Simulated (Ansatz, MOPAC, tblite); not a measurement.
Potential energy curve for MgH, doublet.

Methods: UCCSD = CCSD on UHF/cc-pVTZ, frozen core (Ansatz, an electronic-structure program); ROCCSD = CCSD on ROHF/cc-pVTZ, frozen core in Ansatz; GFN2-xTB, 300 K electronic temperature (tblite); PM3, unrestricted, heats of formation (MOPAC).

Energies are in kcal/mol, each relative to the lowest point of its own curve near equilibrium.

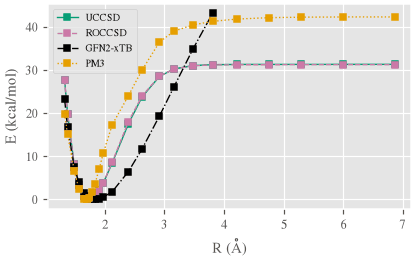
Fig. 1. Energy against bond length for each method.

| R / Å | UCCSD | ROCCSD | GFN2-xTB | PM3 |
|---|---|---|---|---|
| 1.33 | 27.7 | 27.7 | 23.3 | 19.8 |
| 1.38 | 19.9 | 19.9 | 16.7 | 15.2 |
| 1.49 | 8.3 | 8.2 | 7.6 | 6.7 |
| 1.57 | 3.5 | 3.4 | 3.9 | 2.4 |
| 1.66 | 0.7 | 0.7 | 1.5 | 0.1 |
| 1.70 | 0.2 | 0.2 | 0.9 | 0.0 |
| 1.74 | 0.0 | 0.0 | 0.4 | 0.4 |
| 1.79 | 0.2 | 0.2 | 0.1 | 1.7 |
| 1.84 | 0.8 | 0.8 | 0.0 | 3.6 |
| 1.91 | 2.1 | 2.1 | 0.1 | 7.1 |
| 1.98 | 3.8 | 3.9 | 0.5 | 10.8 |
| 2.13 | 8.5 | 8.7 | 1.8 | 17.4 |
| 2.40 | 17.5 | 18.0 | 6.5 | 24.1 |
| 2.63 | 23.8 | 24.0 | 11.7 | 30.0 |
| 2.92 | 28.5 | 28.6 | 19.4 | 36.5 |
| 3.16 | 30.2 | 30.2 | 26.0 | 39.0 |
| 3.48 | 31.0 | 31.0 | 34.8 | 40.5 |
| 3.81 | 31.3 | 31.2 | 43.1 | 41.3 |
| 4.22 | 31.3 | 31.2 | — | 41.8 |
| 4.76 | 31.3 | 31.2 | — | 42.1 |
| 5.30 | 31.3 | 31.2 | — | 42.3 |
| 6.00 | 31.3 | 31.3 | — | 42.3 |
| 6.86 | 31.3 | 31.3 | — | 42.3 |

Dashes: no converged value, or the column stops at the first point that the program doubted or that broke a chosen test of continuity, which isn't proof of a fault.

The unrestricted determinant behind UCCSD is spin-contaminated at 2.40 to 3.16 Å (<S²> up to 0.9, against 0.75 for a pure doublet). The T1 diagnostic of CCSD on the restricted reference of ROCCSD exceeds 0.045 at 1.98 to 3.16 Å.
